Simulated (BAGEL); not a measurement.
**C3H4O (methylketene): HF/cc-pVDZ (density fitting with cc-pvqz-jkfit)**

Aim: the vertical ionisation energy of C3H4O (methylketene) at HF/cc-pVDZ (density fitting with cc-pvqz-jkfit), from 2 runs. 

The results are computed with BAGEL 1.2.2.

## 1. Starting point

C3H4O: 8 atoms, total charge 0, spin state singlet. SMILES: `CC=C=O`. The shape is that of a PBE0-D4/def2-TZVP optimisation.

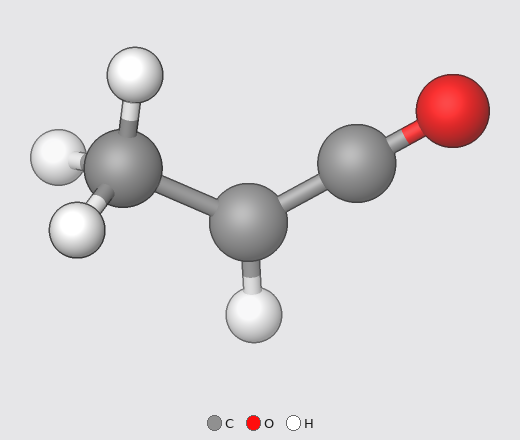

The structure, seen from a chosen angle (carbon grey, oxygen red, hydrogen white).

## 2. A single-point energy at HF/cc-pVDZ (density fitting with cc-pvqz-jkfit)

Contents of job.json:

```json
{ "bagel" : [

{
  "title" : "molecule",
  "basis" : "cc-pvdz.json",
  "df_basis" : "cc-pvqz-jkfit",
  "angstrom" : true,
  "geometry" : [
    { "atom" : "C", "xyz" : [   -0.527260,    0.797080,   -0.183660 ] },
    { "atom" : "C", "xyz" : [   -0.086970,   -0.563690,    0.274760 ] },
    { "atom" : "C", "xyz" : [    1.122630,   -1.027770,    0.097370 ] },
    { "atom" : "O", "xyz" : [    2.196540,   -1.437400,   -0.061070 ] },
    { "atom" : "H", "xyz" : [   -1.351730,    0.723880,   -0.897750 ] },
    { "atom" : "H", "xyz" : [   -0.866500,    1.405090,    0.659100 ] },
    { "atom" : "H", "xyz" : [    0.287360,    1.332930,   -0.671970 ] },
    { "atom" : "H", "xyz" : [   -0.774070,   -1.230150,    0.783200 ] }
  ]
},
{ "title" : "hf" },
{ "title" : "print", "file" : "orbitals.molden", "orbitals" : true }

]}
```

The basis set cc-pVDZ is read from a file made from the Basis Set Exchange's data (not shown).

Run with:

```bash
$ BAGEL_NUM_THREADS=1 BAGEL job.json > job.out
```

The log of the run:

```text
* using 1 threads per process

  ===============================================================
  ===============================================================

  *** Geometry ***

  { "atom" : "C", "xyz" : [     -0.996377,      1.506263,     -0.347067 ] },
  { "atom" : "C", "xyz" : [     -0.164349,     -1.065220,      0.519221 ] },
  { "atom" : "C", "xyz" : [      2.121463,     -1.942204,      0.184003 ] },
  { "atom" : "O", "xyz" : [      4.150859,     -2.716292,     -0.115406 ] },
  { "atom" : "H", "xyz" : [     -2.554399,      1.367935,     -1.696502 ] },
  { "atom" : "H", "xyz" : [     -1.637448,      2.655235,      1.245518 ] },
  { "atom" : "H", "xyz" : [      0.543032,      2.518873,     -1.269839 ] },
  { "atom" : "H", "xyz" : [     -1.462780,     -2.324647,      1.480034 ] },

  Number of auxiliary basis functions:      628

  Since a DF basis is specified, we compute 2- and 3-index integrals:
    o Being stored without compression. Storage requirement is 0.029 GB

  Number of basis functions:       76
  Number of electrons      :       30

    * METHOD: MOLECULE                             0.38

  *** RHF ***

  === Nuclear Repulsion ===
   102.6572746630

      * DIIS with orbital gradients will be used.

  === RHF iteration (cc-pvdz.json) ===
      0       -190.60968305          0.01688925           0.06
      1       -190.71588428          0.01152078           0.06
      2       -190.77349915          0.00239119           0.06
      3       -190.77631623          0.00099224           0.06
      4       -190.77686178          0.00026205           0.06
      5       -190.77692312          0.00011003           0.06
      6       -190.77694394          0.00006373           0.06
      7       -190.77694975          0.00001080           0.06
      8       -190.77694988          0.00000521           0.06
      9       -190.77694990          0.00000169           0.06
     10       -190.77694990          0.00000061           0.06
     11       -190.77694990          0.00000018           0.06
     12       -190.77694990          0.00000005           0.06
     13       -190.77694990          0.00000002           0.06
     14       -190.77694990          0.00000001           0.06
    * SCF iteration converged.

    * Permanent dipole moment:
           (    0.700189,    -0.336355,    -0.072797) a.u.

    * METHOD: HF                                   0.98

    * METHOD: PRINT                                0.01

  ===============================================================
```

It took 1.5 s on 1 thread of Arm Neoverse V1, shared host.

## 3. The doublet cation, same level

Contents of input.json:

```json
{ "bagel": [

{
  "title": "molecule",
  "basis": "cc-pvdz.json",
  "df_basis": "cc-pvqz-jkfit",
  "angstrom": true,
  "geometry": [
    { "atom": "C", "xyz": [      -0.527260,       0.797080,      -0.183660 ] },
    { "atom": "C", "xyz": [      -0.086970,      -0.563690,       0.274760 ] },
    { "atom": "C", "xyz": [       1.122630,      -1.027770,       0.097370 ] },
    { "atom": "O", "xyz": [       2.196540,      -1.437400,      -0.061070 ] },
    { "atom": "H", "xyz": [      -1.351730,       0.723880,      -0.897750 ] },
    { "atom": "H", "xyz": [      -0.866500,       1.405090,       0.659100 ] },
    { "atom": "H", "xyz": [       0.287360,       1.332930,      -0.671970 ] },
    { "atom": "H", "xyz": [      -0.774070,      -1.230150,       0.783200 ] }
  ]
},

{ "title": "uhf", "charge": 1, "nopen": 1 },

{ "title": "print", "file": "orbitals.molden", "orbitals": true }

]}
```

The basis set cc-pVDZ is read from a file made from the Basis Set Exchange's data (not shown).

Run with:

```bash
$ BAGEL_NUM_THREADS=1 BAGEL input.json > input.out
```

The log of the run:

```text
* using 1 threads per process

  ===============================================================
  ===============================================================

  *** Geometry ***

  { "atom" : "C", "xyz" : [     -0.996377,      1.506263,     -0.347067 ] },
  { "atom" : "C", "xyz" : [     -0.164349,     -1.065220,      0.519221 ] },
  { "atom" : "C", "xyz" : [      2.121463,     -1.942204,      0.184003 ] },
  { "atom" : "O", "xyz" : [      4.150859,     -2.716292,     -0.115406 ] },
  { "atom" : "H", "xyz" : [     -2.554399,      1.367935,     -1.696502 ] },
  { "atom" : "H", "xyz" : [     -1.637448,      2.655235,      1.245518 ] },
  { "atom" : "H", "xyz" : [      0.543032,      2.518873,     -1.269839 ] },
  { "atom" : "H", "xyz" : [     -1.462780,     -2.324647,      1.480034 ] },

  Number of auxiliary basis functions:      628

  Since a DF basis is specified, we compute 2- and 3-index integrals:
    o Being stored without compression. Storage requirement is 0.029 GB

  Number of basis functions:       76
  Number of electrons      :       30

    * METHOD: MOLECULE                             0.39

  *** Open-shell HF ***

  === Nuclear Repulsion ===
   102.6572746630

      * DIIS with orbital gradients will be used.

  === UHF iteration (cc-pvdz.json) ===
      0       -190.29326337          0.03600502           0.12
      1       -190.36418989          0.03254529           0.12
      2       -190.38815960          0.02763756           0.12
      3       -190.48219851          0.00187763           0.12
      4       -190.48363237          0.00076704           0.11
      5       -190.48411398          0.00044448           0.11
      6       -190.48459657          0.00036912           0.11
      7       -190.48494984          0.00030854           0.11
      8       -190.48541792          0.00019508           0.11
      9       -190.48559687          0.00004867           0.12
     10       -190.48560680          0.00001608           0.12
     11       -190.48560828          0.00000824           0.12
     12       -190.48560894          0.00000330           0.12
     13       -190.48560995          0.00000311           0.12
     14       -190.48561032          0.00000288           0.12
     15       -190.48561122          0.00000251           0.12
     16       -190.48561201          0.00000156           0.12
     17       -190.48561233          0.00000061           0.12
     18       -190.48561236          0.00000019           0.12
     19       -190.48561237          0.00000011           0.12
     20       -190.48561237          0.00000008           0.12
     21       -190.48561237          0.00000005           0.11
     22       -190.48561237          0.00000004           0.11
     23       -190.48561237          0.00000002           0.11
     24       -190.48561237          0.00000002           0.12
     25       -190.48561237          0.00000001           0.11
    * SCF iteration converged.

    * S^2 (UHF) is 0.8206

    * Permanent dipole moment:
           (    0.846218,    -0.052306,    -0.243267) a.u.

    * METHOD: UHF                                  3.15

    * METHOD: PRINT                                0.01

  ===============================================================
```

Run time: 3.9 s. Hardware: 1 thread of Arm Neoverse V1, shared host.

## 4. Outcome

Level: HF/cc-pVDZ (density fitting with cc-pvqz-jkfit).

| quantity | value |
| --- | --- |
| singlet C3H4O: total energy | -190.77695 Eh |
| singlet C3H4O: dipole moment | 1.98 D |
| singlet C3H4O: HOMO energy | -9.29 eV |
| singlet C3H4O: LUMO energy | 3.68 eV |
| singlet C3H4O: HOMO–LUMO gap | 12.97 eV |
| doublet cation: total energy | -190.48561 Eh |
| doublet cation: ⟨S²⟩ | 0.821 |
| vertical ionisation energy (to the doublet cation) | 7.928 eV |

What this shows: Removing an electron at fixed nuclei costs 7.93 eV (765 kJ/mol). −ε(HOMO) before ionisation, 9.29 eV, is 1.37 eV above this ionisation energy.
